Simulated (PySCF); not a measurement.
# C5H11FSi: what the fields show

The calculation's input:

```
{"job": {"kind": "uv", "xc": "CAM-B3LYP", "basis": "def2-SVPD", "nstates": 8, "ntriplets": 3}, "charge": 0, "multiplicity": 1}
C      0.845802     1.740776    -0.102786
C      0.590504     0.282940     0.269064
C      1.840837    -0.563619     0.030763
C     -0.572363    -0.270302    -0.531732
Si    -2.373961     0.036776    -0.038746
C     -1.287764    -1.518366    -0.001955
F     -0.843274    -2.001262     1.206960
H     -0.043822     2.340926     0.077585
H      1.664046     2.146193     0.487639
H      1.108050     1.823362    -1.155794
H      0.337361     0.230066     1.333122
H      2.673929    -0.185869     0.619358
H      2.122125    -0.540031    -1.020775
H      1.658288    -1.595786     0.318531
H     -0.338139    -0.339694    -1.590910
H     -3.380923     0.108386    -1.079776
H     -2.613258     0.671988     1.240440
H     -1.396197    -2.360166    -0.679308
```

Launched as:

```sh
OMP_NUM_THREADS=1 python probes_run.py task.json out
```

Geometry: GFN2-xTB.

Method: CAM-B3LYP/def2-SVPD, SCF density, gas phase (PySCF 2.14.0).

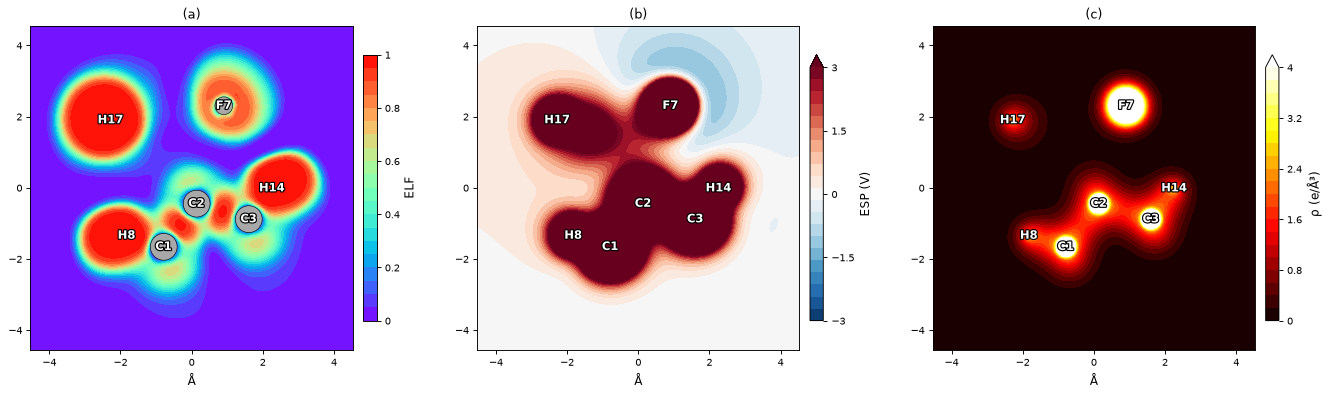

Figure 1. (a) electron localisation function; (b) electrostatic potential; (c) electron density on the plane of atoms C1, C2 and C3. Grey discs cover the atomic cores in the ELF map.

**Describe what can be read from this map.**

Atoms in the plane: C, F and H. C–C (1.53 Å): the density is about 1.7 e/Å³ at the midpoint; the ELF peaks at about 0.95 between the atoms; localised, covalent bonding. C–H (1.09 Å): the density is about 1.9 e/Å³ at the midpoint; the ELF climbs to about 1 towards the hydrogen, as it does in any bond to H (a covalent bond by its length). The ELF also peaks beside F7, away from the bonds: lone-pair regions. Outside the dense part of the molecule the potential is most negative (−1.3 V) near F7.

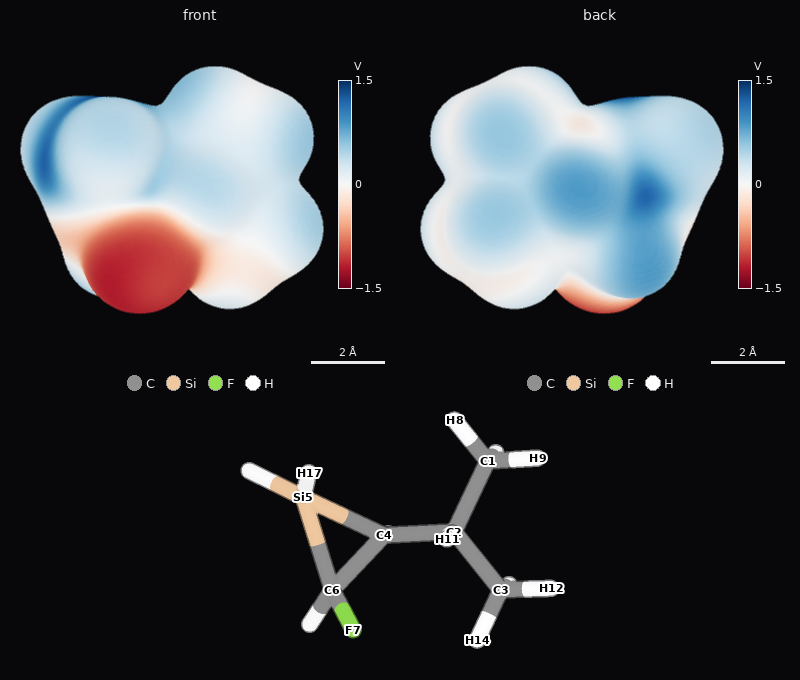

Figure 2. The molecular electrostatic potential painted on the density surface at 0.002 e/bohr³, seen from the front and from behind; the colour scale runs from red (negative) to blue (positive). The bare structure is drawn below in the same view.

**Where is the surface potential most negative and most positive?**

The most negative region (about −1.2 V, or −28 kcal/mol for a unit charge) lies over F7, the most positive (about +1.3 V, or +30 kcal/mol for a unit charge) over Si5.
